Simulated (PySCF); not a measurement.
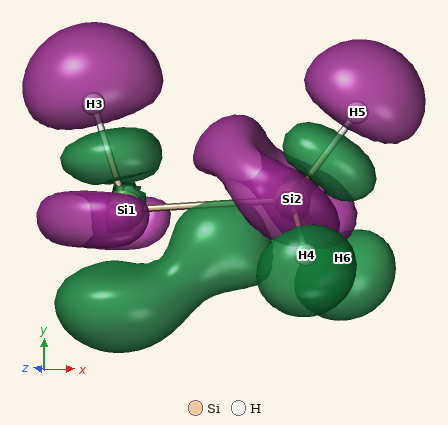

Figure 1: H4Si2, SMILES `[SiH][SiH3]`. Change of the electron density in a uniform field of 0.21 V/Å, surfaces at ±0.0015 e/Å³ (green: gain, purple: loss).

Computed with PySCF, HF/6-31+G*, geometry: GFN2-xTB. No frequency check shows the geometry to be a minimum. The basis has diffuse s and p functions alone, which still leaves polarisabilities too small, most of all across bonds.

Geometry (Å), atoms numbered from 1:

```
Si1     -1.2507   -0.1008   -0.0000
Si2      1.0254    0.0269   -0.0001
H3      -1.7045    1.3274    0.0002
H4       1.4683   -0.7455    1.1773
H5       1.9212    1.1971    0.0007
H6       1.4689   -0.7448   -1.1769
```

The field was applied in both directions; the picture shows the one opposite to the script's first.

Question: Along which Cartesian direction does the field point?

Answer: Along +y: electrons gather on the −y side, against the field.

Question: How large is the response?

Answer: The induced dipole is 0.50 D (along the field); α along this axis, from the fields in both directions, is 49 bohr³ (7.3 Å³).
